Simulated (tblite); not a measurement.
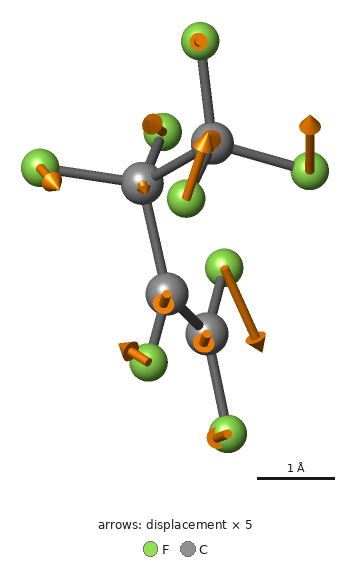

A relaxation of C₄F₈. The starting structure is drawn; orange arrows show the displacements, magnified 5 times. The two geometries are superimposed by the best rigid fit.

Style: ball-and-stick. Shown from a free direction.

Level of theory: GFN2-xTB geometry optimisation, gas phase in tblite 0.8.0. 

Which element moves most?

Answer. Fluorine: up to 0.27 Å, against 0.11 Å for carbon.

What happened in the run?

Answer. An F atom moves most after the best rigid fit: 0.27 Å. By element the largest moves are F 0.27 Å, C 0.11 Å. Among the contacts that change: C–F 1.397 → 1.327 Å, C–F 1.408 → 1.345 Å, C–F 1.359 → 1.309 Å, C–C 1.515 → 1.564 Å. Among the angles between lasting bonds that change: F–C–F 121.5° → 111.4°, F–C–C 116.6° → 124.9°, F–C–C 122.1° → 113.9°. The energy falls by 18.2 kcal/mol in 44 geometry steps.
